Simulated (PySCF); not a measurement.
Molecule: C3H10GaN, SMILES CC(C)[NH][GaH2], singlet. Atoms near the plane z = 0.8 Å, at the GFN2-xTB optimised geometry (x, y, z in Å): Ga1 (1.3, 0.7, 0.0), H2 (0.5, 2.1, 0.0), H3 (2.8, 0.7, 0.0), N4 (0.5, -0.9, 0.1), C5 (-0.9, -1.4, 0.0), C6 (-1.8, -0.1, 0.1), H8 (1.1, -1.7, 0.0), H9 (-1.1, -2.1, 0.8), H10 (-2.8, -0.4, 0.1), H11 (-1.5, 0.4, 1.1).

Level of theory: PBE0/def2-TZVP (PySCF 2.14.0). The values are rescaled to run from 0 to 1.

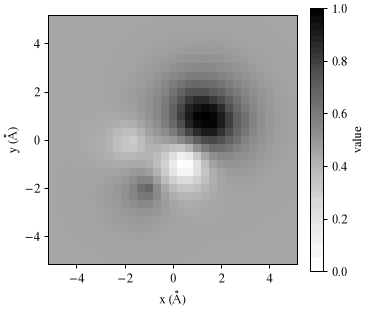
*a field on the plane z = 0.8 Å.*

**Question.** Which quantity is mapped?
A. log10 of the electron density
B. electrostatic potential
C. an orbital amplitude
D. Laplacian of the electron density

**Answer.** C, an orbital amplitude. In full: LUMO amplitude (bohr^(-3/2)).
